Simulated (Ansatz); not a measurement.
# C2H3BrSi (SMILES BrC1=C[SiH2]1): what the fields show

```
atom    x (Å)    y (Å)    z (Å)
  Br  -1.4138  -2.3170   0.4096
   C  -0.4070  -0.7709   0.1488
   C   0.8337  -0.3952   0.4219
  Si  -0.1141   0.9192  -0.4090
   H   1.7117  -0.8250   0.8854
   H  -0.6428   2.0840   0.3387
   H   0.0934   1.2369  -1.8411
```

Geometry: PBE0-D4/def2-TZVP.

These are results of RKS PBE0-D4/def2-TZVPP in Ansatz 0.2.0, not measurements.

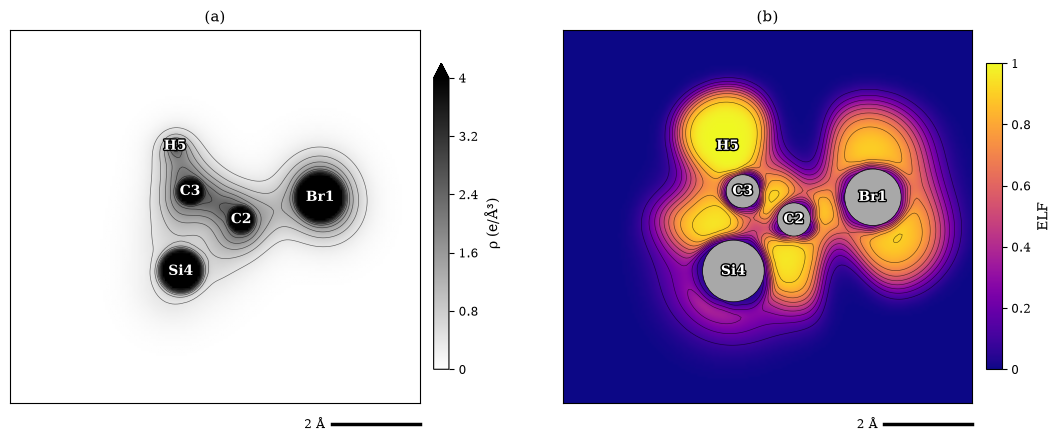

Figure 1. (a) electron density; (b) ELF on the plane of atoms Br1, C2 and C3. Grey discs cover the atomic cores in the ELF map.

### What do the fields say about this system?

The plane passes through Br, C, Si and H nuclei.
C–C (1.32 Å): the density is about 2.3 e/Å³ at the midpoint; the ELF peaks at about 0.90 between the atoms: a short, multiple covalent bond.
C–Si (1.80 Å): the density is about 0.9 e/Å³ at the midpoint; the ELF peaks at about 0.80 between the atoms (a covalent bond).
C–Br (1.86 Å): ρ at the midpoint is about 1.2 e/Å³; the ELF peaks at about 0.85 between the atoms, as expected for a covalent bond.
C–H (1.08 Å): ρ at the midpoint is about 2 e/Å³; the ELF climbs to about 1 towards the hydrogen, as it does in any bond to H: a covalent bond by its length.
The ELF also peaks beside Br1, away from the bonds: lone-pair regions.

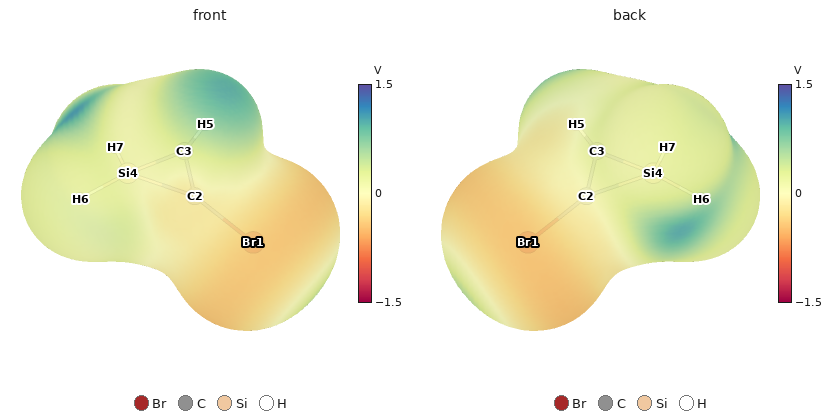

Figure 2. The molecular electrostatic potential painted on the density surface at 0.001 e/bohr³, seen from the front and from behind; red is negative and blue positive.

### Describe the electrostatic potential map.

The most negative region (about −0.5 V, or −12 kcal/mol for a unit charge) lies over Br1, the most positive (about +1.0 V, or +23 kcal/mol for a unit charge) over Si4. Br1 shows a σ-hole: about +0.5 V, or +12 kcal/mol for a unit charge at the tip opposite its bond, against about −0.4 V, or −9 kcal/mol for a unit charge on its flanks.

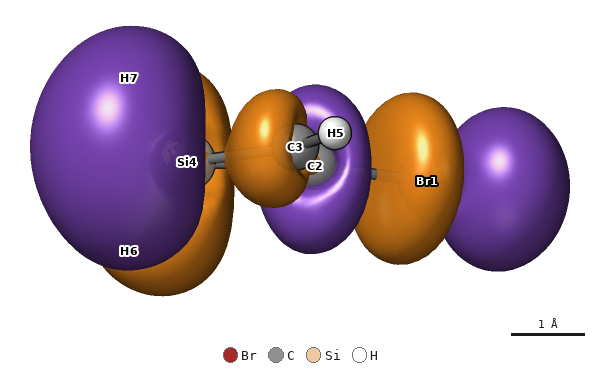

Figure 3. One frontier orbital at ±0.08 Å⁻³ᐟ² (orange and purple are the two phases), seen from one side.

### Which orbital is it: HOMO or LUMO?

The LUMO, at −0.76 eV. It lies mainly on Si4 (about 50 %), Br1 (about 25 %) and C2 (about 15 %).

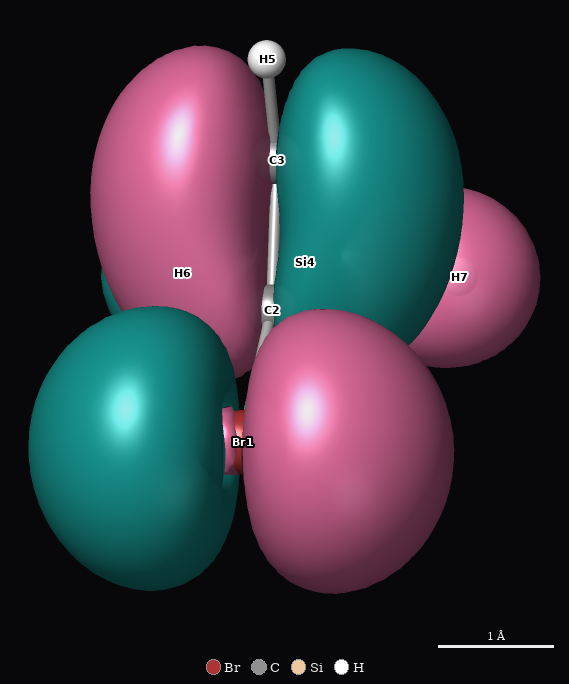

Figure 4. The HOMO−1 at ±0.08 Å⁻³ᐟ² (teal and pink are the two phases), seen at an oblique angle.

### Where does this orbital lie, and at what energy?

Its weight (Hirshfeld) is mainly on Br1 (about 45 %), C3 (about 25 %) and C2 (about 15 %). Its energy is −7.72 eV.
